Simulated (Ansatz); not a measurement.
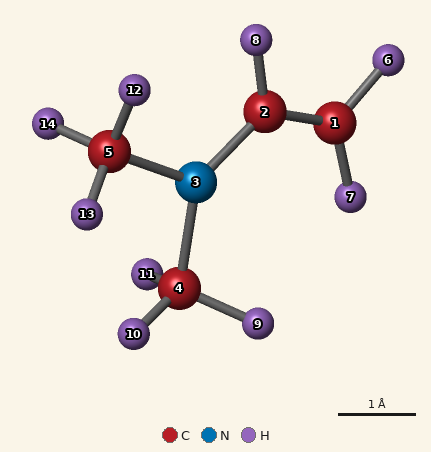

C$_{4}$H$_{9}$N (coarse preliminary run), before the relaxation. Style: ball-and-stick. Shown from a free direction.

The start comes from a force field.

Method: Ansatz 0.2.0, RKS PBE-D4/def2-SVP.

The input:
```yaml
crystal:
  periodic: [false, false, false]
  atoms:
    - {symbol: C, position_ang: [-1.884200, 0.850800, 0.408900]}
    - {symbol: C, position_ang: [-1.029500, -0.070100, 0.580900]}
    - {symbol: N, position_ang: [0.248900, -0.130700, 0.117200]}
    - {symbol: C, position_ang: [0.893200, 0.828500, -0.846900]}
    - {symbol: C, position_ang: [1.050600, -1.379400, 0.246100]}
    - {symbol: H, position_ang: [-2.925700, 0.818400, 0.822300]}
    - {symbol: H, position_ang: [-1.689300, 1.793700, -0.167200]}
    - {symbol: H, position_ang: [-1.276000, -0.919900, 1.164900]}
    - {symbol: H, position_ang: [0.641400, 1.866900, -0.483000]}
    - {symbol: H, position_ang: [1.905200, 0.708300, -0.933400]}
    - {symbol: H, position_ang: [0.346300, 0.661000, -1.802200]}
    - {symbol: H, position_ang: [0.816100, -1.889600, 1.208500]}
    - {symbol: H, position_ang: [2.075400, -1.141600, 0.276200]}
    - {symbol: H, position_ang: [0.814700, -2.025600, -0.563400]}
basis:
  gaussian: {orbitals: def2-SVP}
hamiltonian: {xc: pbe, dispersion: d4}
relax: {f_tol: 0.03, max_steps: 200}
```

Launched with:
```bash
ansatz run in.yaml --threads 4 --pin off --events-out ev --progress --plain --max-ram 10444MiB
```

Where does the relaxation end?

The energy falls by 82.6 kJ/mol in 5 accepted moves (6 points after the start). The largest force component goes from 5.8 to 0.022 eV/Å. The line search rejected the trial step at point 3 of the run. The atom that moves furthest after the best rigid fit is H7 (0.27 Å). By element the largest moves are H 0.27 Å, N 0.13 Å, C 0.11 Å. Some distances before and after: C1–C2 1.268 → 1.358 Å, C4–H10 1.023 → 1.108 Å, N3–C4 1.505 → 1.444 Å, C5–H13 1.052 → 1.110 Å. Among the angles between lasting bonds that change: N3–C4–H11 104.1° → 113.1°, C2–N3–C4 126.3° → 118.8°, C4–N3–C5 111.1° → 116.9°. Cost: 9.5 s on 4 threads of Arm Neoverse V1 (shared host).

Step by step:

| step | E − E(0), kJ/mol | largest force component, eV/Å | note |
| --- | --- | --- | --- |
| 0 | 0.00 | 5.8306 |  |
| 1 | -72.34 | 1.5834 |  |
| 2 | -81.47 | 0.2742 |  |
| 3 | -80.53 | 0.2214 | rejected |
| 4 | -82.29 | 0.1434 |  |
| 5 | -82.53 | 0.1270 |  |
| 6 | -82.64 | 0.0222 |  |

The structure at the end:

```xyz
14

C    -1.8945    0.8815    0.3336
C    -0.9530   -0.0425    0.6541
N     0.3518   -0.1150    0.1985
C     0.7999    0.8433   -0.7847
C     1.0311   -1.3924    0.2238
H    -2.8684    0.8546    0.8403
H    -1.7279    1.6794   -0.4038
H    -1.1974   -0.8365    1.3822
H     0.5459    1.8713   -0.4534
H     1.9003    0.7768   -0.8966
H     0.3368    0.6884   -1.7913
H     0.6853   -1.9784    1.0980
H     2.1280   -1.2496    0.3192
H     0.8492   -2.0102   -0.6909
```

After the run, drawn alike:

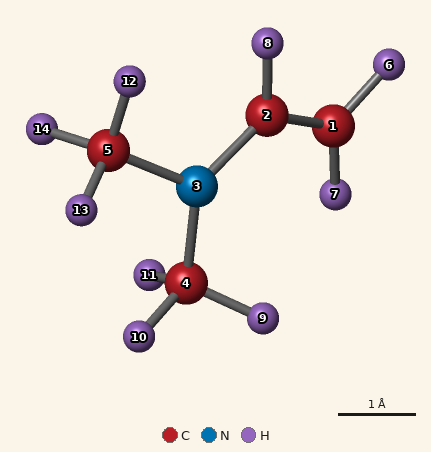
